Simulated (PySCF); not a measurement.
# Geometry relaxation of C6H12GeO

- system: C6H12GeO, SMILES C[C](=O)[GeH]1[CH2]CC[CH2]1
- method: PBE0-D3(BJ)/def2-SVP geometry optimisation, gas phase (PySCF 2.14.0)

It belongs to a series of runs on one base structure; here: H on Ge replaced by COCH3.

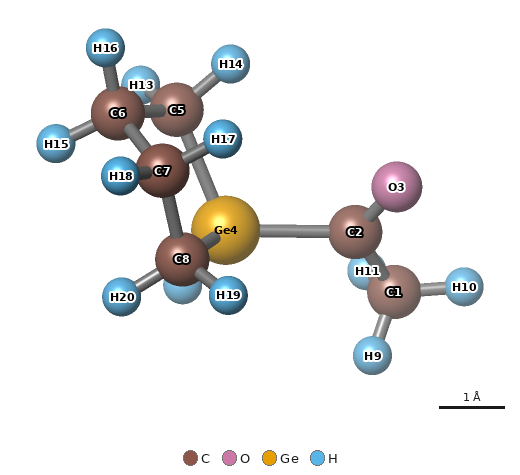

The input geometry (ball-and-stick view, seen at a tilt; atoms are numbered from 1 in the order of the input). Sticks mark near contacts. Bond lengths as drawn: C–C 1.52 to 1.54 Å, C–Ge 2.00 to 2.01 Å, C–H 1.05 to 1.11 Å, C–O 1.20 Å and Ge–H 1.51 Å.

## Results in brief

```tsv
quantity	value
outcome	converged
total energy	−2386.990012 hartree
dipole moment	1.88 D
point group	C1
hardware	1 CPU thread, shared host
wall time	10 min
peak memory	0.88 GiB
```

## Input file
```
{"job": {"xc": "PBE0", "basis": "def2-SVP", "d3": "d3bj", "grid": 1, "shake": 0.01, "kind": "geom"}, "charge": 0, "multiplicity": 1}
C      3.400220    -0.104670    -0.143970
C      2.027780     0.087050     0.476450
O      1.834660     0.284490     1.642320
Ge     0.447750    -0.023640    -0.743210
C     -0.912920     1.418700    -0.411650
C     -2.239770     0.685050    -0.262080
C     -1.980250    -0.612890     0.517960
C     -0.894460    -1.413780    -0.203490
H      3.408850    -1.044090    -0.622380
H      4.173350    -0.007420     0.599540
H      3.493470     0.681780    -0.905800
H      0.865430    -0.159530    -2.193030
H     -0.984200     2.198150    -1.185550
H     -0.671810     1.919920     0.545460
H     -2.625390     0.417200    -1.250810
H     -2.981670     1.312640     0.252320
H     -1.639990    -0.344080     1.518700
H     -2.921960    -1.180850     0.620800
H     -0.503940    -2.202330     0.448930
H     -1.346150    -1.896300    -1.080130
```

The first line tells a small driver script what to run in PySCF; the rest is the geometry in Å.

Launched with:
```bash
OMP_NUM_THREADS=1 python <driver script> task.json out
```

## What the program printed
```
step   0  E = -2386.98335902  max force = 0.033272
step   1  E = -2386.98962772  max force = 0.006998
step   2  E = -2386.98991924  max force = 0.001364
step   3  E = -2386.98995365  max force = 0.000521
step   4  E = -2386.98996166  max force = 0.001097
step   5  E = -2386.98998197  max force = 0.001061
step   6  E = -2386.98999851  max force = 0.000818
step   7  E = -2386.99000945  max force = 0.000458
step   8  E = -2386.99001235  max force = 0.000430
optimisation converged
```

## Trajectory as extended XYZ (Å, eV, eV/Å), 9 frames, from step=0 to step=8
```
20
Properties=species:S:1:pos:R:3:forces:R:3 step=0 energy=-64953.12561
C     3.4002   -0.1047   -0.1440   -1.1815   1.7109   0.6439
C     2.0278    0.0871    0.4764    0.2591  -0.2492  -0.6651
O     1.8347    0.2845    1.6423   -0.0035   0.1517   0.7121
Ge    0.4477   -0.0236   -0.7432   -1.4147   0.0810   0.4226
C    -0.9129    1.4187   -0.4117    0.2972   0.2406   0.0370
C    -2.2398    0.6851   -0.2621    0.4313  -0.4742   0.4198
C    -1.9803   -0.6129    0.5180   -0.3206   0.2990  -0.5404
C    -0.8945   -1.4138   -0.2035    0.0362   0.1564   0.2924
H     3.4089   -1.0441   -0.6224    0.2205  -1.5585  -0.8826
H     4.1734   -0.0074    0.5995    0.5920  -0.0149   0.5102
H     3.4935    0.6818   -0.9058    0.2230  -0.0376  -0.1770
H     0.8654   -0.1595   -2.1930    0.2050  -0.0250  -0.5256
H    -0.9842    2.1982   -1.1856    0.2641  -0.0177  -0.0146
H    -0.6718    1.9199    0.5455    0.1537  -0.0621  -0.1548
H    -2.6254    0.4172   -1.2508   -0.2590   0.0257  -0.2663
H    -2.9817    1.3126    0.2523   -0.1368   0.0365  -0.0627
H    -1.6400   -0.3441    1.5187    0.0878   0.0252   0.4561
H    -2.9220   -1.1808    0.6208    0.1250  -0.0960   0.0713
H    -0.5039   -2.2023    0.4489    0.2085  -0.1370  -0.0191
H    -1.3461   -1.8963   -1.0801    0.2126  -0.0547  -0.2574
20
Properties=species:S:1:pos:R:3:forces:R:3 step=1 energy=-64953.29619
C     3.3367   -0.1341   -0.2207   -0.0256  -0.3599  -0.0403
C     1.9524    0.0679    0.3285   -0.0250   0.0394   0.1404
O     1.7383    0.2829    1.5006    0.0282  -0.0201  -0.1309
Ge    0.3392   -0.0293   -0.8651    0.0690  -0.0014  -0.0852
C    -0.8746    1.4457   -0.3866   -0.1228   0.0289  -0.0965
C    -2.2045    0.7241   -0.1315    0.0101   0.0293  -0.0491
C    -1.9247   -0.5884    0.6015   -0.0333   0.0268   0.0833
C    -0.8991   -1.4093   -0.1883   -0.1178  -0.0484  -0.1044
H     3.3821   -1.1268   -0.7202    0.0587   0.2739   0.1517
H     4.0963   -0.0624    0.5738   -0.0685  -0.0306  -0.0445
H     3.5311    0.6131   -1.0018    0.0468   0.0900  -0.1040
H     0.7072   -0.1650   -2.3751   -0.0567   0.0274   0.2246
H    -0.9553    2.2481   -1.1345    0.0278  -0.0495  -0.0205
H    -0.4973    1.8941    0.5453    0.0745  -0.0185   0.0401
H    -2.6898    0.4992   -1.1004   -0.0311   0.0342   0.0696
H    -2.9063    1.3556    0.4404    0.0105  -0.0197  -0.0340
H    -1.5123   -0.3464    1.5976    0.0046  -0.0501  -0.0233
H    -2.8541   -1.1576    0.7745    0.0148   0.0112  -0.0157
H    -0.4205   -2.1850    0.4243    0.0838   0.0004   0.0013
H    -1.3798   -1.9154   -1.0444    0.0522   0.0370   0.0374
20
Properties=species:S:1:pos:R:3:forces:R:3 step=2 energy=-64953.30412
C     3.3373   -0.1370   -0.2200   -0.0184  -0.0618  -0.0701
C     1.9511    0.0682    0.3256    0.0035   0.0089   0.0184
O     1.7408    0.2868    1.4964   -0.0077   0.0057  -0.0053
Ge    0.3355   -0.0289   -0.8643    0.0318   0.0003   0.0343
C    -0.8786    1.4450   -0.3939   -0.0669   0.0260   0.0006
C    -2.2081    0.7273   -0.1257    0.0544  -0.0057  -0.0037
C    -1.9258   -0.5894    0.6032    0.0019   0.0103   0.0153
C    -0.9032   -1.4092   -0.1948   -0.0535  -0.0291  -0.0127
H     3.3967   -1.1246   -0.7101    0.0169   0.0419   0.0287
H     4.0873   -0.0633    0.5803   -0.0055   0.0008   0.0069
H     3.5413    0.6098   -1.0051    0.0052   0.0023   0.0105
H     0.6990   -0.1631   -2.3602    0.0108   0.0033  -0.0065
H    -0.9564    2.2417   -1.1471    0.0099  -0.0236  -0.0178
H    -0.4876    1.8928    0.5346    0.0128  -0.0034  -0.0018
H    -2.7074    0.5059   -1.0865   -0.0236   0.0139   0.0129
H    -2.9030    1.3602    0.4508    0.0015  -0.0023   0.0093
H    -1.5047   -0.3581    1.5973   -0.0045  -0.0083  -0.0001
H    -2.8550   -1.1571    0.7784   -0.0011  -0.0010  -0.0141
H    -0.4139   -2.1848    0.4114    0.0236   0.0140  -0.0016
H    -1.3804   -1.9112   -1.0525    0.0088   0.0080  -0.0032
20
Properties=species:S:1:pos:R:3:forces:R:3 step=3 energy=-64953.30505
C     3.3361   -0.1401   -0.2203   -0.0036   0.0180   0.0037
C     1.9500    0.0698    0.3251   -0.0230  -0.0044  -0.0268
O     1.7375    0.2935    1.4943    0.0219   0.0066   0.0111
Ge    0.3356   -0.0281   -0.8648   -0.0041  -0.0010   0.0124
C    -0.8808    1.4458   -0.3972   -0.0159   0.0044   0.0242
C    -2.2080    0.7289   -0.1193    0.0246  -0.0070  -0.0048
C    -1.9247   -0.5908    0.6042    0.0141  -0.0007  -0.0042
C    -0.9051   -1.4093   -0.1994   -0.0122  -0.0096   0.0046
H     3.4006   -1.1278   -0.7043   -0.0032  -0.0223  -0.0056
H     4.0826   -0.0629    0.5827    0.0109   0.0043   0.0065
H     3.5437    0.6045   -1.0069   -0.0046  -0.0024   0.0160
H     0.7013   -0.1621   -2.3596    0.0154   0.0017  -0.0202
H    -0.9590    2.2381   -1.1545   -0.0015  -0.0132  -0.0132
H    -0.4833    1.8949    0.5281    0.0001   0.0098  -0.0091
H    -2.7177    0.5112   -1.0751   -0.0150   0.0091   0.0002
H    -2.8976    1.3614    0.4640    0.0048   0.0003   0.0157
H    -1.4998   -0.3655    1.5978   -0.0063   0.0001   0.0050
H    -2.8544   -1.1576    0.7789   -0.0025  -0.0020  -0.0095
H    -0.4111   -2.1847    0.4034    0.0041   0.0054  -0.0019
H    -1.3811   -1.9084   -1.0591   -0.0039   0.0029  -0.0041
20
Properties=species:S:1:pos:R:3:forces:R:3 step=4 energy=-64953.30527
C     3.3360   -0.1448   -0.2175    0.0071   0.0453  -0.0096
C     1.9479    0.0724    0.3196    0.0494  -0.0081   0.0164
O     1.7419    0.3044    1.4884   -0.0564   0.0151   0.0263
Ge    0.3335   -0.0266   -0.8696   -0.0298  -0.0018  -0.0150
C    -0.8848    1.4471   -0.4017    0.0403  -0.0159   0.0351
C    -2.2080    0.7310   -0.1089   -0.0183  -0.0053  -0.0061
C    -1.9219   -0.5931    0.6054    0.0158  -0.0097  -0.0139
C    -0.9081   -1.4093   -0.2075    0.0321   0.0094   0.0135
H     3.4049   -1.1355   -0.6923   -0.0075  -0.0515  -0.0323
H     4.0768   -0.0620    0.5906   -0.0020   0.0043   0.0010
H     3.5501    0.5956   -1.0059   -0.0002  -0.0058  -0.0001
H     0.7014   -0.1599   -2.3647    0.0157   0.0035  -0.0053
H    -0.9670    2.2333   -1.1646   -0.0106  -0.0023  -0.0071
H    -0.4781    1.9003    0.5177   -0.0097   0.0215  -0.0120
H    -2.7337    0.5199   -1.0575   -0.0023   0.0049  -0.0058
H    -2.8886    1.3622    0.4867    0.0098   0.0005   0.0152
H    -1.4915   -0.3758    1.5982   -0.0071   0.0058   0.0066
H    -2.8521   -1.1589    0.7802   -0.0015  -0.0025  -0.0018
H    -0.4085   -2.1854    0.3898   -0.0131  -0.0066  -0.0034
H    -1.3856   -1.9040   -1.0686   -0.0117  -0.0008  -0.0016
20
Properties=species:S:1:pos:R:3:forces:R:3 step=5 energy=-64953.30583
C     3.3330   -0.1494   -0.2176    0.0130   0.0328   0.0451
C     1.9462    0.0757    0.3204   -0.0086  -0.0046  -0.0059
O     1.7345    0.3153    1.4869    0.0062   0.0039   0.0037
Ge    0.3341   -0.0242   -0.8715   -0.0341  -0.0016  -0.0341
C    -0.8855    1.4485   -0.4027    0.0545  -0.0195   0.0240
C    -2.2063    0.7321   -0.1017   -0.0372  -0.0018  -0.0036
C    -1.9179   -0.5953    0.6056    0.0055  -0.0099  -0.0079
C    -0.9069   -1.4090   -0.2124    0.0431   0.0149   0.0083
H     3.3979   -1.1436   -0.6873   -0.0116  -0.0253  -0.0193
H     4.0744   -0.0644    0.5899    0.0040  -0.0017  -0.0056
H     3.5490    0.5868   -1.0092   -0.0043  -0.0044  -0.0052
H     0.7067   -0.1561   -2.3664    0.0087   0.0049   0.0046
H    -0.9721    2.2305   -1.1695   -0.0119   0.0017  -0.0038
H    -0.4748    1.9068    0.5122   -0.0100   0.0199  -0.0096
H    -2.7412    0.5261   -1.0464    0.0053   0.0028  -0.0029
H    -2.8807    1.3617    0.5028    0.0100  -0.0011   0.0095
H    -1.4858   -0.3827    1.5989   -0.0053   0.0055   0.0030
H    -2.8483   -1.1612    0.7792   -0.0002  -0.0023   0.0032
H    -0.4055   -2.1866    0.3814   -0.0159  -0.0121  -0.0049
H    -1.3860   -1.9002   -1.0746   -0.0110  -0.0019   0.0012
20
Properties=species:S:1:pos:R:3:forces:R:3 step=6 energy=-64953.30628
C     3.3295   -0.1560   -0.2157    0.0076   0.0015   0.0421
C     1.9434    0.0806    0.3191   -0.0259   0.0021  -0.0013
O     1.7288    0.3290    1.4834    0.0256  -0.0025  -0.0122
Ge    0.3337   -0.0198   -0.8764   -0.0213  -0.0009  -0.0269
C    -0.8864    1.4508   -0.4038    0.0358  -0.0132   0.0056
C    -2.2047    0.7330   -0.0927   -0.0309   0.0007   0.0014
C    -1.9119   -0.5980    0.6064   -0.0041  -0.0040  -0.0003
C    -0.9042   -1.4078   -0.2192    0.0313   0.0125   0.0022
H     3.3868   -1.1545   -0.6797   -0.0056   0.0063  -0.0025
H     4.0718   -0.0704    0.5910    0.0021  -0.0054  -0.0059
H     3.5499    0.5735   -1.0121   -0.0032  -0.0024  -0.0078
H     0.7110   -0.1487   -2.3706    0.0029   0.0050   0.0081
H    -0.9810    2.2281   -1.1745   -0.0084   0.0015  -0.0003
H    -0.4720    1.9166    0.5054   -0.0046   0.0110  -0.0037
H    -2.7495    0.5329   -1.0330    0.0071   0.0007   0.0001
H    -2.8714    1.3602    0.5227    0.0060  -0.0012   0.0016
H    -1.4774   -0.3897    1.5995    0.0003   0.0025  -0.0013
H    -2.8418   -1.1650    0.7803    0.0022  -0.0015   0.0051
H    -0.4020   -2.1888    0.3692   -0.0107  -0.0123  -0.0056
H    -1.3878   -1.8948   -1.0815   -0.0063  -0.0005   0.0019
20
Properties=species:S:1:pos:R:3:forces:R:3 step=7 energy=-64953.30657
C     3.3234   -0.1692   -0.2108   -0.0025  -0.0234   0.0129
C     1.9379    0.0891    0.3151   -0.0203   0.0063   0.0078
O     1.7213    0.3525    1.4759    0.0202  -0.0038  -0.0166
Ge    0.3321   -0.0109   -0.8866    0.0009   0.0030  -0.0085
C    -0.8896    1.4552   -0.4067    0.0023  -0.0012  -0.0136
C    -2.2026    0.7344   -0.0765   -0.0096   0.0014   0.0084
C    -1.9002   -0.6020    0.6086   -0.0121   0.0024   0.0058
C    -0.8997   -1.4046   -0.2324    0.0087   0.0027  -0.0014
H     3.3680   -1.1739   -0.6644    0.0029   0.0235   0.0092
H     4.0651   -0.0841    0.5965   -0.0010  -0.0053  -0.0021
H     3.5545    0.5476   -1.0156    0.0000   0.0003  -0.0052
H     0.7156   -0.1332   -2.3796   -0.0017   0.0035   0.0065
H    -0.9991    2.2251   -1.1833   -0.0023   0.0017   0.0036
H    -0.4683    1.9335    0.4924    0.0031  -0.0018   0.0028
H    -2.7646    0.5426   -1.0082    0.0067  -0.0031   0.0006
H    -2.8560    1.3576    0.5568   -0.0022  -0.0004  -0.0066
H    -1.4581   -0.4008    1.5999    0.0076   0.0012  -0.0053
H    -2.8278   -1.1717    0.7861    0.0035  -0.0008   0.0071
H    -0.3951   -2.1924    0.3450   -0.0032  -0.0091  -0.0057
H    -1.3920   -1.8839   -1.0942   -0.0009   0.0031   0.0000
20
Properties=species:S:1:pos:R:3:forces:R:3 step=8 energy=-64953.30665
C     3.3192   -0.1792   -0.2069   -0.0057  -0.0221  -0.0061
C     1.9340    0.0945    0.3119   -0.0075   0.0040   0.0070
O     1.7169    0.3666    1.4704    0.0064   0.0001  -0.0080
Ge    0.3306   -0.0037   -0.8939    0.0090   0.0047   0.0015
C    -0.8928    1.4587   -0.4092   -0.0144   0.0040  -0.0138
C    -2.2017    0.7349   -0.0667    0.0046   0.0011   0.0087
C    -1.8915   -0.6037    0.6109   -0.0096   0.0033   0.0048
C    -0.8967   -1.4016   -0.2414   -0.0030  -0.0051   0.0002
H     3.3561   -1.1869   -0.6541    0.0045   0.0159   0.0082
H     4.0591   -0.0957    0.6019   -0.0015  -0.0025   0.0007
H     3.5590    0.5296   -1.0165    0.0014   0.0016  -0.0004
H     0.7169   -0.1212   -2.3861   -0.0013   0.0016   0.0024
H    -1.0118    2.2248   -1.1882    0.0006   0.0013   0.0042
H    -0.4671    1.9433    0.4844    0.0058  -0.0068   0.0041
H    -2.7734    0.5458   -0.9929    0.0047  -0.0039  -0.0009
H    -2.8481    1.3557    0.5759   -0.0065   0.0002  -0.0078
H    -1.4418   -0.4057    1.5994    0.0092   0.0019  -0.0053
H    -2.8167   -1.1756    0.7937    0.0029  -0.0001   0.0072
H    -0.3901   -2.1941    0.3276    0.0002  -0.0052  -0.0048
H    -1.3954   -1.8754   -1.1027    0.0003   0.0061  -0.0021
```

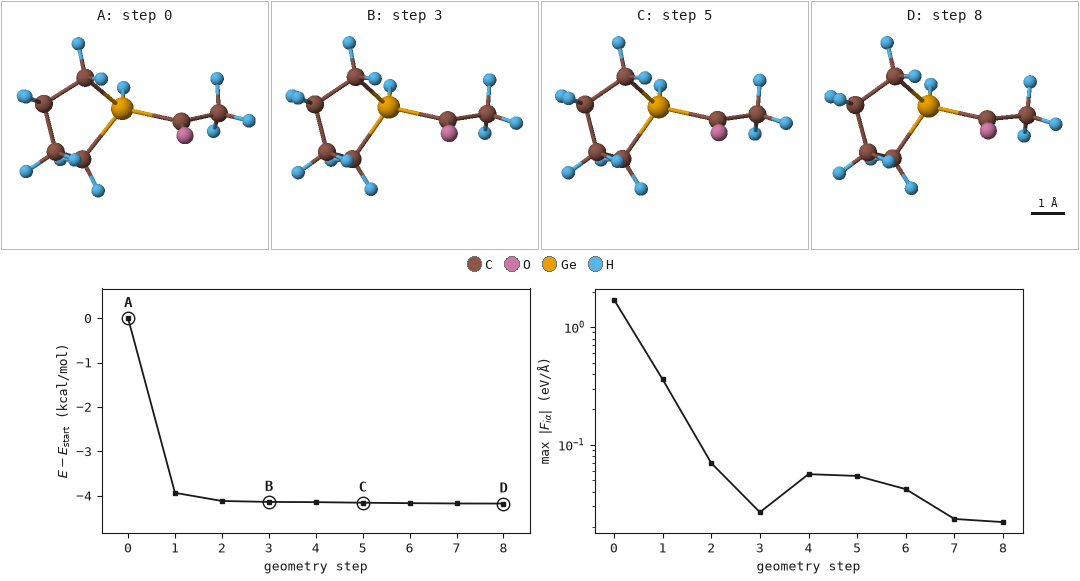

Frames of the relaxation (ball-and-stick view, seen at a tilt) above the curves, on which the letters mark them (steps are counted from 0).

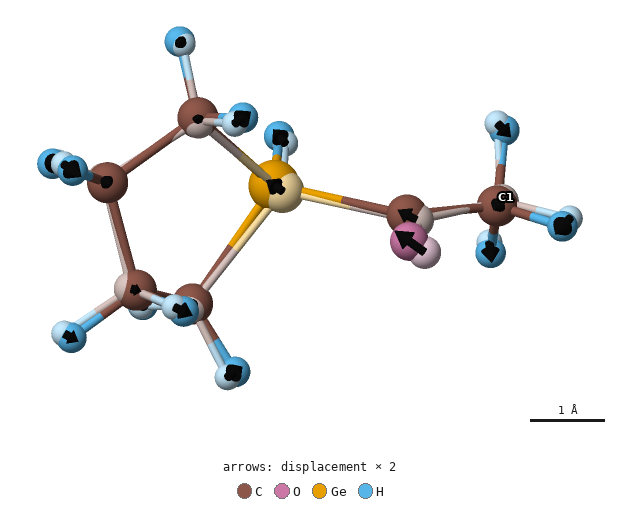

Start (faint) and end (solid) with the displacements as black arrows, magnified 2 times (ball-and-stick view, seen at a tilt). The two geometries are laid on each other by the best rigid fit. After 8 geometry steps the energy has fallen by 4.18 kcal/mol. The largest force component goes from 1.7 to 0.022 eV/Å. The largest move after the best rigid fit is that of O3, 0.26 Å. Largest moves by element: O 0.26 Å, H 0.24 Å, Ge 0.16 Å, C 0.15 Å. Among the contacts that change: C1–H9 1.054 → 1.103 Å, Ge4–C5 2.010 → 1.967 Å, Ge4–H12 1.515 → 1.546 Å, C1–H10 1.077 → 1.099 Å. Among the angles that change: C2–Ge4–C5 113.2° → 108.2°, C2–Ge4–C8 113.8° → 109.4°, C2–C1–H11 105.6° → 109.7°. (Atoms are counted from 1 in the order of the input.)
